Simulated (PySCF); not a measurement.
Breaking a bond: CH (cation, charge +1), singlet.

Computed with: CASSCF(4,5)/cc-pVTZ (PySCF); RCCSD(T) = PySCF with CCSD(T) on RHF/cc-pVTZ, 1 core orbital frozen; UKS-TPSSh = unrestricted TPSSh/cc-pVTZ (PySCF 2.14.0); RKS-LDA (SVWN5) = restricted LDA (SVWN5)/cc-pVTZ run with PySCF 2.14.0; UKS-B3LYP = unrestricted B3LYP/cc-pVTZ run with PySCF 2.14.0.

Energies are in kcal/mol, each relative to the lowest point of its own curve near equilibrium.

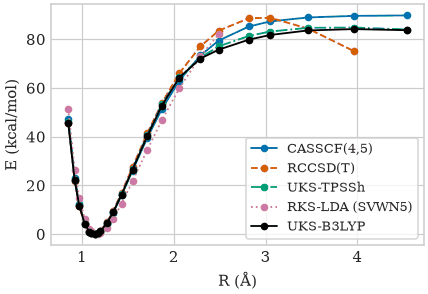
Energy against bond length for each method.

```
R / Å  CASSCF(4,5)  RCCSD(T)  UKS-TPSSh  RKS-LDA (SVWN5)  UKS-B3LYP
-----  -----------  --------  ---------  ---------------  ---------
0.85          47.3      45.8       46.0             51.5       45.6
0.92          23.1      22.0       22.3             26.5       22.1
0.97          12.3      11.5       11.8             15.0       11.6
1.03           4.5       4.0        4.2              6.3        4.1
1.08           1.2       0.9        1.0              2.2        1.0
1.10           0.5       0.3        0.4              1.2        0.4
1.14           0.0       0.0        0.0              0.1        0.0
1.17           0.3       0.4        0.4              0.0        0.4
1.20           1.1       1.3        1.2              0.3        1.2
1.27           4.2       4.8        4.4              2.6        4.4
1.34           8.8       9.6        9.1              6.3        9.0
1.43          15.8      16.9       16.3             12.3       16.1
1.55          26.0      27.5       26.7             21.7       26.4
1.71          39.4      41.4       40.6             34.5       40.2
1.87          51.3      53.8       53.3             46.8       52.7
2.06          63.0      66.0       64.4             59.8       64.2
2.29          73.3      77.1       72.5             73.0       72.1
2.49          79.4      83.5       77.1             82.2       75.7
2.82          85.2      88.6       81.3                —       79.8
3.05          87.3      88.8       83.1                —       81.7
3.46          88.9      84.4       84.6                —       83.6
3.96          89.5      75.1       84.8                —       84.1
4.54          89.7         —       84.0                —       83.7
```

At the longest distance, 4.54 Å, CASSCF(4,5) lies highest above its minimum (89.7 kcal/mol) and UKS-B3LYP lowest (83.7 kcal/mol).

The RCCSD(T) curve passes through a maximum at 3.05 Å and then falls by 13.7 kcal/mol up to the last usable point.

Dashes: no converged value, or the column stops at the first point that the program doubted or that broke a chosen test of continuity, which isn't proof of a fault.

The T1 diagnostic of CCSD on the restricted reference of RCCSD(T) exceeds 0.045 at 2.29 to 4.54 Å. The unrestricted determinant behind UKS-TPSSh, UKS-B3LYP is spin-contaminated at 0.85 to 4.54 Å (<S²> up to 1.0, against 0.00 for a pure singlet). At the longest distance UKS-TPSSh, UKS-B3LYP leaves fractional charges on the fragments, a sign of delocalisation error or of the restricted form. The restricted form behind RKS-LDA (SVWN5) keeps the bonding electrons paired and can't separate into open-shell fragments.
